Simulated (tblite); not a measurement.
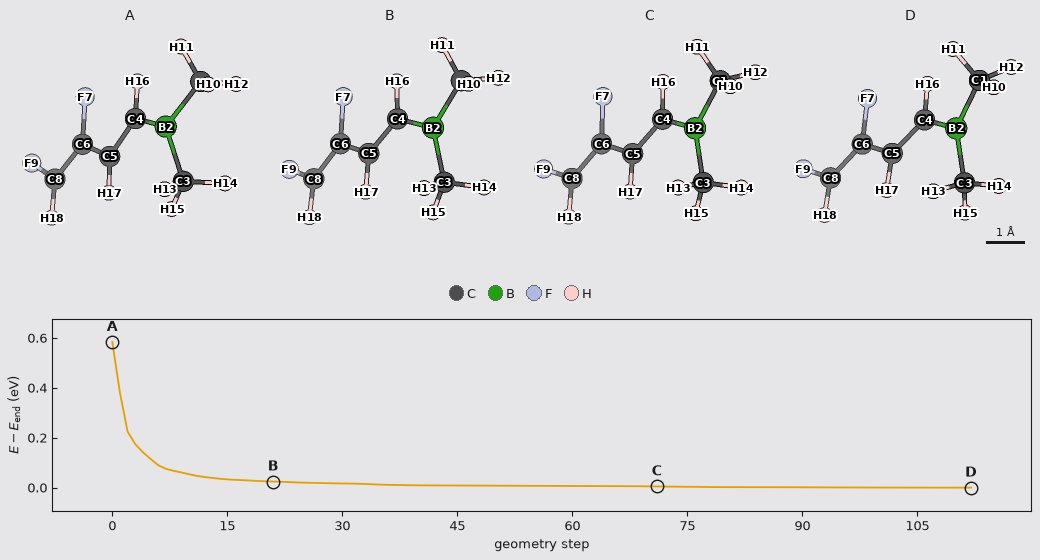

Frames of a relaxation of C6H9BF2, marked on the history of the run. The picture is a ball-and-stick view, seen from a free direction.

The calculation used tblite, GFN2-xTB geometry optimisation, gas phase. 

Q: What happens along the run?

A: The energy falls by 0.584 eV in 112 geometry steps. H12 moves most after the best rigid fit: 0.47 Å. By element the largest moves are H 0.47 Å, B 0.32 Å, F 0.30 Å, C 0.28 Å. Among the contacts that change: C3–H14 1.118 → 1.087 Å, C1–H10 1.111 → 1.087 Å, C8–F9 1.359 → 1.337 Å, C5–C6 1.463 → 1.445 Å. Among the angles between lasting bonds that change: F9–C8–H18 122.7° → 113.2°, C6–C5–H17 123.5° → 114.6°, C4–C5–C6 116.2° → 124.2°. Groups turn about C1–B2 by about 25°. From step 0 to 21: B2 moves most (0.22 Å), energy −0.559 eV. From step 21 to 71: H16 moves most (0.20 Å), energy −0.020 eV. From step 71 to 112: H atoms move most (0.26 Å), energy −0.005 eV.
